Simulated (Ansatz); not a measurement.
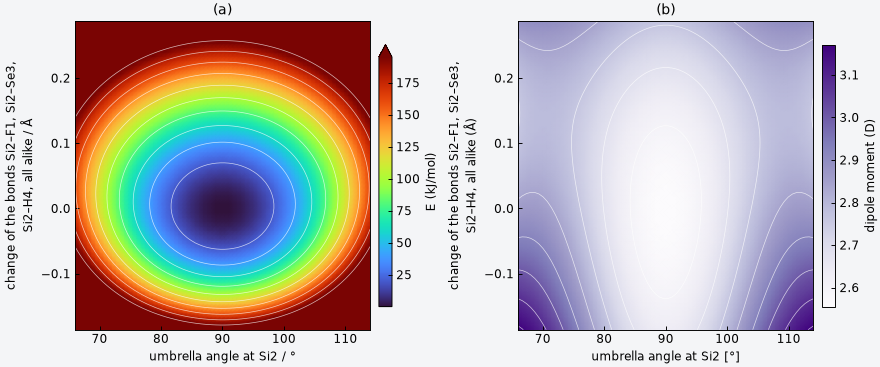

FHSeSi, SMILES F[SiH]=[Se]. Coordinates scanned: (1) umbrella angle at Si2 (between each of its bonds and their common axis; 90 is planar); (2) change of the bonds Si2–F1, Si2–Se3, Si2–H4, all alike. Nothing is relaxed (all other coordinates rigid). The grid has 15 × 15 points; 120 points were computed and 105 follow by symmetry. Points are written as (first, second). Energies are in kJ/mol, from the relaxed molecule at the same level. All numbers below come from RHF/def2-TZVP (Ansatz 0.2.0).

Panel (a) is the energy; panel (b) is the computed dipole moment, in D.

The picture shows a smooth colour map with a few white contour lines, one colour for all values above the top of the scale. Between grid points the surface is interpolated.

### How does the dipole moment vary over the map, and what is it at the lowest grid point?

Leaving out the highest fifth of the energies, it runs from 2.56 D at (90.0°, −0.017 Å) to 3.00 D at (69.4°, −0.118 Å). At the lowest grid point, (90.0°, 0.017 Å), it is 2.56 D.
